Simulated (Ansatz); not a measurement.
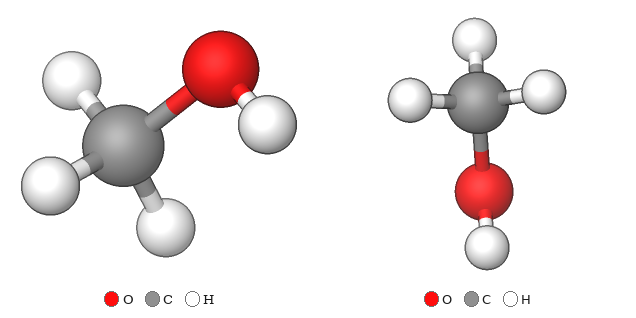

Both panels show the same species.

The computed structure is the end point of a PBE0-D4/def2-TZVP optimisation.

What does the picture show?

It has 6 atoms: 1 carbon, 4 hydrogen and 1 oxygen (CH4O). The point group is Cs. Coordination: 1 O bent; 1 C tetrahedral.

The parts below concern this one geometry. Atoms keep their numbers from picture to picture.

Vibrations

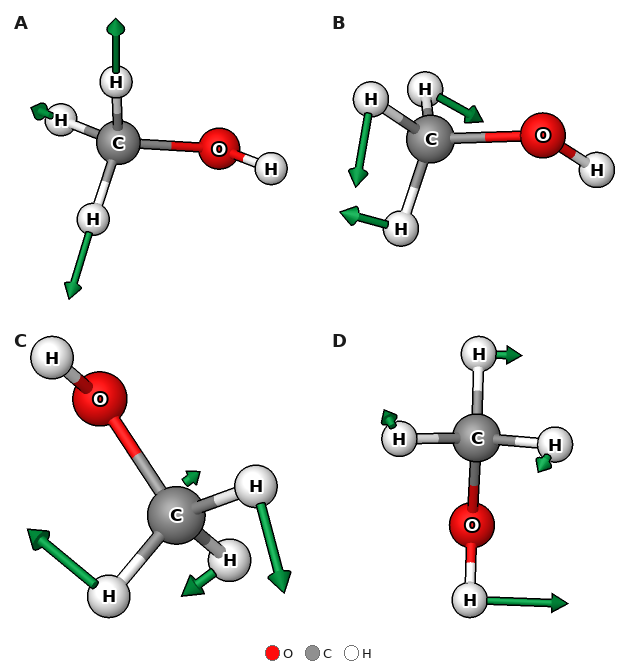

4 normal modes of one molecule or complex, as arrows. Harmonic vibrations computed with RKS PBE0-D4/def2-TZVP (Ansatz 0.2.0) at a stationary point of the same level.

Question: Match the panels to the wavenumbers 307 cm⁻¹, 1174 cm⁻¹, 1490 cm⁻¹, 3005 cm⁻¹.

Answer: A: 3005 cm⁻¹, in-phase stretching of 2 C–H bonds
B: 1490 cm⁻¹, H–C–H bending
C: 1174 cm⁻¹, H–C–O bending
D: 307 cm⁻¹, a torsion or out-of-plane motion in which bond lengths and bond angles hardly change

Thermal motion

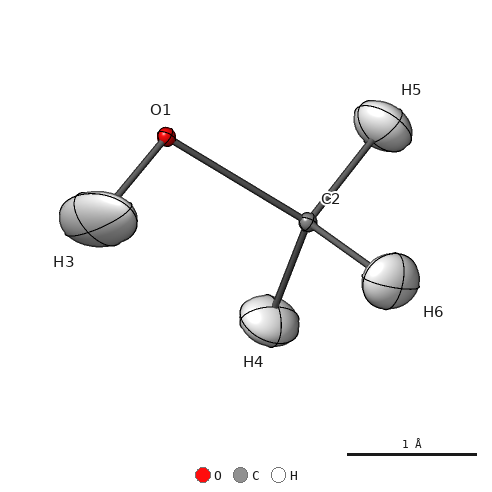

Displacement ellipsoids at the 50 % level, enlarged 1.5 times, from the internal vibrations of the free molecule (harmonic, no overall translation or rotation; no half-axis is drawn under 0.075 Å). Vibrations computed with RKS PBE0-D4/def2-TZVP (Ansatz 0.2.0). Temperature: 0 K (zero-point motion alone).

List U_eq and the three principal root-mean-square amplitudes for each kind of atom.

| atom | U_eq (Å²) | rms amplitudes (Å) |
| --- | --- | --- |
| O1 | 0.00027 | 0.009, 0.016, 0.022 |
| C2 | 0.00044 | 0.017, 0.017, 0.027 |
| H3 | 0.0189 | 0.064, 0.111, 0.201 |
| H4, H6 | 0.0088 | 0.072, 0.098, 0.108 |
| H5 | 0.0092 | 0.072, 0.105, 0.107 |

Dipole moment

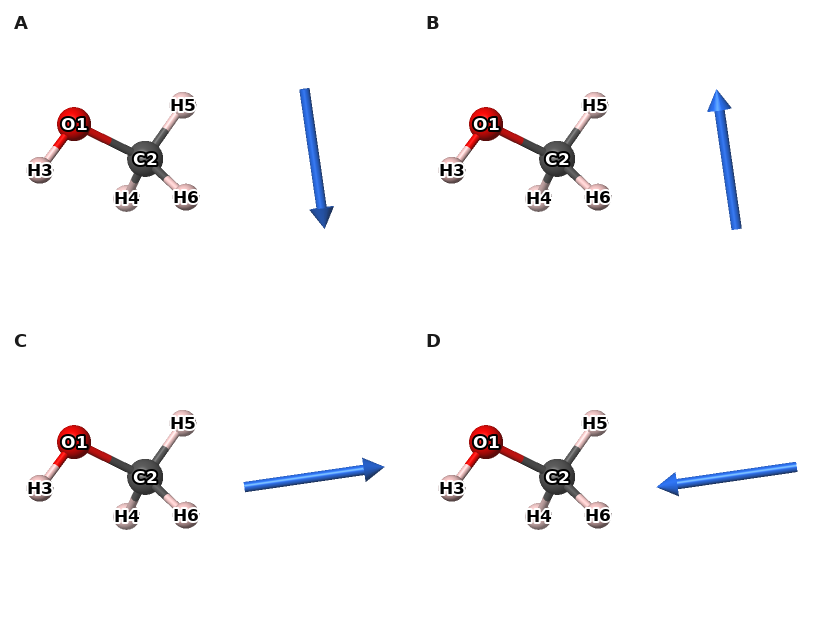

The same molecule four times, each with an arrow. Method: RKS PBE0-D4/def2-TZVP (Ansatz 0.2.0).

Question: Which arrow points along the dipole moment, from the negative to the positive end?

Answer: A. The dipole moment is 1.67 D; it points from the side of O1, H5 to the side of H4, H6 (the outermost atoms at the two ends).
